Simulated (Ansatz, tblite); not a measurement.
# Ge(eta1-allyl)H3 (C₃H₈Ge): spin states and exact exchange

Aim: set other spin states of Ge(eta1-allyl)H3 (C₃H₈Ge) against its singlet, on many levels of theory.

Program: Ansatz 0.2.0, Gaussian basis. Level of theory: as each input shows. These are calculated values, not measurements.

Plan: triplet, at the geometry of the singlet (GFN1-xTB, GFN2-xTB, PBE0-D4/def2-TZVP, PBE-D4/def2-TZVP, r2SCAN-D4/def2-TZVP); the singlet's energies come from earlier runs.

### 1 The structure

The singlet was relaxed beforehand with r2SCAN-D4/def2-SVP.

12 atoms, charge 0, spin multiplicity 1.

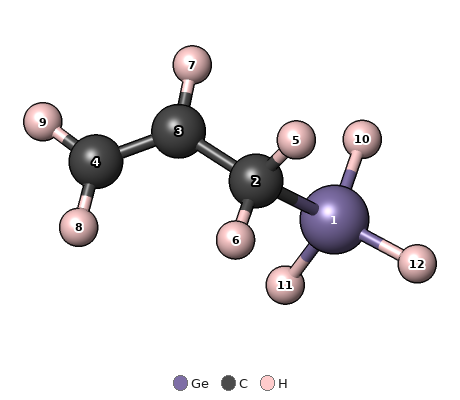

The structure; germanium purple, carbon dark grey, hydrogen pink; atoms are numbered from 1 in the order of the file.

As a file:

```mol
C3H8Ge
  3D, bonds by distance, orders not assigned

 12 11  0  0  0  0  0  0  0  0999 V2000
   -0.0795   -0.7139   -1.6690 Ge  0  0
   -0.0781   -0.7787    0.3050 C   0  0
    0.5119    0.4590    0.8936 C   0  0
   -0.1741    1.4380    1.4995 C   0  0
    0.4980   -1.6752    0.5918 H   0  0
   -1.1189   -0.9265    0.6370 H   0  0
    1.6002    0.5727    0.7845 H   0  0
   -1.2602    1.3766    1.6331 H   0  0
    0.3288    2.3293    1.8847 H   0  0
    1.3501   -0.4602   -2.1764 H   0  0
   -0.9914    0.4282   -2.1418 H   0  0
   -0.5869   -2.0492   -2.2420 H   0  0
  1  2  8  0
  1 10  8  0
  1 11  8  0
  1 12  8  0
  2  3  8  0
  2  5  8  0
  2  6  8  0
  3  4  8  0
  3  7  8  0
  4  8  8  0
  4  9  8  0
M  END
```

### 2 Triplet at the fixed geometry, GFN1-xTB

Tight binding, by tblite at 300 K electronic temperature and without a spin-polarisation term:

```python
tblite.interface.Calculator('GFN1-xTB', numbers, positions, charge=0, uhf=2).singlepoint()
```

Energy -329.2469 eV; 0.075 s.

### 3 Triplet at the fixed geometry, GFN2-xTB

Tight binding, by tblite at 300 K electronic temperature and without a spin-polarisation term:

```python
tblite.interface.Calculator('GFN2-xTB', numbers, positions, charge=0, uhf=2).singlepoint()
```

Energy -331.7299 eV; 0.038 s.

### 4 Triplet at the fixed geometry, PBE0-D4/def2-TZVP

The input, in.yaml:

```yaml
crystal:
  periodic: [false, false, false]
  atoms:
    - {symbol: Ge, position_ang: [-0.079455, -0.713883, -1.668960]}
    - {symbol: C, position_ang: [-0.078085, -0.778710, 0.305034]}
    - {symbol: C, position_ang: [0.511901, 0.458961, 0.893559]}
    - {symbol: C, position_ang: [-0.174051, 1.438000, 1.499547]}
    - {symbol: H, position_ang: [0.498040, -1.675218, 0.591805]}
    - {symbol: H, position_ang: [-1.118926, -0.926473, 0.636967]}
    - {symbol: H, position_ang: [1.600239, 0.572695, 0.784493]}
    - {symbol: H, position_ang: [-1.260222, 1.376647, 1.633111]}
    - {symbol: H, position_ang: [0.328791, 2.329259, 1.884698]}
    - {symbol: H, position_ang: [1.350125, -0.460249, -2.176377]}
    - {symbol: H, position_ang: [-0.991433, 0.428196, -2.141839]}
    - {symbol: H, position_ang: [-0.586944, -2.049246, -2.242049]}
basis:
  gaussian: {orbitals: def2-TZVP}
magnetization: {spin_polarized: true, initial_magnetization: 2}
hamiltonian: {xc: pbe0, dispersion: d4}
scf: {omitted_lower_state_checks: [starts]}
output: {orbitals: {seedname: orbitals}}
```

Command:

```sh
$ ansatz run in.yaml --threads 4 --pin off --events-out ev --progress --plain --max-ram 3916MiB
```

The program printed:

```text
Functional definition: PBE0
  name "PBE0"
  cite "Adamo & Barone, J. Chem. Phys. 110, 6158 (1999) doi:10.1063/1.478522"
  cite "Perdew, Burke & Ernzerhof, Phys. Rev. Lett. 77, 3865 (1996) doi:10.1103/PhysRevLett.77.3865"
  parent pbe
  parameter a = 0.25
  parameter kappa = 0.804
  parameter beta = 0.06672455060314922
  exchange = (1 - a)*pbe_x(kappa = kappa, mu = beta*pi^2/3) + a*exact_x
  correlation = pbe_c(beta = beta)
these checks for a lower state are left out or cut short: starts
1293 factors; their error is unknown
mean field evaluation 1: about -59722.4730 eV, gradient 5.7e1 eV
mean field evaluation 2: about -59510.6671 eV, gradient 1.6e2 eV
mean field evaluation 4: about -59743.0735 eV, gradient 1.6e1 eV
mean field evaluation 8: about -59744.5452 eV, gradient 1.7e-1 eV
mean field evaluation 16: about -59744.8033 eV, gradient 1.2e-3 eV
mean field -59744.80328289 eV, -2195.5810241642 hartree, gradient 6.5e-5 eV, S^2 2.009036; 0 other end points of the search recorded, 0 dependent functions left out
reference -59744.80331706 eV, -2195.5810254196 hartree; 30, 28 occupied and 159, 161 virtual orbitals, 1293 factors
Total energy: -59744.99398925 eV, -2195.5880324934 hartree
Checks for a lower state left out: starts
```

It took 21 s on 4 threads of Intel Xeon at 2.50GHz, shared host; peak memory 0.59 GiB.

Report: HOMO -3.12 eV, LUMO -3.82 eV (over both spins; with the spin held, an empty level of the minority spin lies below the top filled one); ⟨S²⟩ 2.009 (pure: 2.00).

### 5 Triplet at the fixed geometry, PBE-D4/def2-TZVP

start.molden holds the orbitals of an earlier run on this state, given as this run's starting guess.

Changes to in.yaml since step 4:

```diff
@@ -16,5 +16,5 @@
 basis:
-  gaussian: {orbitals: def2-TZVP}
+  gaussian: {orbitals: def2-TZVP, initial_orbitals: start.molden}
 magnetization: {spin_polarized: true, initial_magnetization: 2}
-hamiltonian: {xc: pbe0, dispersion: d4}
+hamiltonian: {xc: pbe, dispersion: d4}
 scf: {omitted_lower_state_checks: [starts]}
```

Same command.

The program printed:

```text
Functional definition: PBE
  name "PBE"
  cite "Perdew, Burke & Ernzerhof, Phys. Rev. Lett. 77, 3865 (1996) doi:10.1103/PhysRevLett.77.3865"
  parent pbe
  parameter kappa = 0.804
  parameter beta = 0.06672455060314922
  exchange = pbe_x(kappa = kappa, mu = beta*pi^2/3)
  correlation = pbe_c(beta = beta)
these checks for a lower state are left out or cut short: starts
1250 factors; their error is unknown
mean field evaluation 1: about -59742.5190 eV, gradient 7.4e0 eV
mean field evaluation 2: about -59742.6451 eV, gradient 1.9e-1 eV
mean field evaluation 4: about -59742.6054 eV, gradient 5.9e-3 eV
mean field evaluation 8: about -59742.6054 eV, gradient 2.0e-5 eV
mean field -59742.60543479 eV, -2195.5002547361 hartree, gradient 2.0e-5 eV, S^2 2.006146; 0 other end points of the search recorded, 0 dependent functions left out
reference -59742.60548046 eV, -2195.5002564143 hartree; 30, 28 occupied and 159, 161 virtual orbitals, 1250 factors
Total energy: -59742.83118818 eV, -2195.5085510202 hartree
Checks for a lower state left out: starts
```

Wall time 17 s (4 threads of Intel Xeon at 2.50GHz, shared host).

HOMO -1.96 eV, LUMO -5.09 eV (over both spins; with the spin held, an empty level of the minority spin lies below the top filled one); ⟨S²⟩ 2.006 (pure: 2.00).

### 6 Triplet at the fixed geometry, r2SCAN-D4/def2-TZVP

Changes to in.yaml since step 5:

```diff
@@ -18,3 +18,3 @@
 magnetization: {spin_polarized: true, initial_magnetization: 2}
-hamiltonian: {xc: pbe, dispersion: d4}
+hamiltonian: {xc: r2scan, dispersion: d4}
 scf: {omitted_lower_state_checks: [starts]}
```

The command is unchanged.

The program printed:

```text
Functional definition: r2SCAN
  name "r2SCAN"
  cite "Furness, Kaplan, Ning, Perdew & Sun, J. Phys. Chem. Lett. 11, 8208 (2020) doi:10.1021/acs.jpclett.0c02405"
  cite "Furness, Kaplan, Ning, Perdew & Sun, J. Phys. Chem. Lett. 11, 9248 (2020) doi:10.1021/acs.jpclett.0c03077"
  parent r2scan
  parameter k0 = 0.174
  parameter k1 = 0.065
  parameter a1 = 4.9479
  exchange = r2scan_x(k0 = k0, k1 = k1, a1 = a1)
  correlation = r2scan_c
these checks for a lower state are left out or cut short: starts
1250 factors; their error is unknown
mean field evaluation 1: about -59753.8192 eV, gradient 4.9e0 eV
mean field evaluation 2: about -59753.8661 eV, gradient 6.1e-2 eV
mean field evaluation 4: about -59753.8300 eV, gradient 7.4e-4 eV
mean field -59753.82994923 eV, -2195.9127480337 hartree, gradient 2.0e-5 eV, S^2 2.012337; 0 other end points of the search recorded, 0 dependent functions left out
reference -59753.82996442 eV, -2195.9127485917 hartree; 30, 28 occupied and 159, 161 virtual orbitals, 1250 factors
Total energy: -59753.88660144 eV, -2195.9148299640 hartree
Checks for a lower state left out: starts
```

It took 23 s on 4 threads of Intel Xeon at 2.50GHz, shared host.

From the report: HOMO -2.30 eV, LUMO -4.48 eV (over both spins; with the spin held, an empty level of the minority spin lies below the top filled one); ⟨S²⟩ 2.012 (pure: 2.00).

### 7 Triplet less singlet, vertical

The singlet's energies are those of its earlier runs, whose logs aren't repeated here.

| level | triplet less singlet, vertical (eV) | time |
| --- | --- | --- |
| GFN1-xTB | +4.733 | 0.093 s |
| GFN2-xTB | +4.942 | 0.048 s |
| PBE-D4/def2-TZVP | +4.162 | 26 s |
| r2SCAN-D4/def2-TZVP | +3.912 | 39 s |
| PBE0-D4/def2-TZVP | +4.047 | 33 s |

Times add the two runs; a level without a time comes out of a correlated run. Tight binding without a spin term can't rank spin states.

### 8 Summary of results

| quantity | value |
| --- | --- |
| triplet less singlet, vertical, functionals in def2-TZVP | +3.912 (r2SCAN-D4) to +4.162 eV (PBE-D4) |

All functionals put the triplet above the singlet, over a spread of 0.250 eV. The checks for a lower triplet were left out, so another state of that spin may lie lower. These are electronic energies, without zero-point motion, entropy or surroundings.
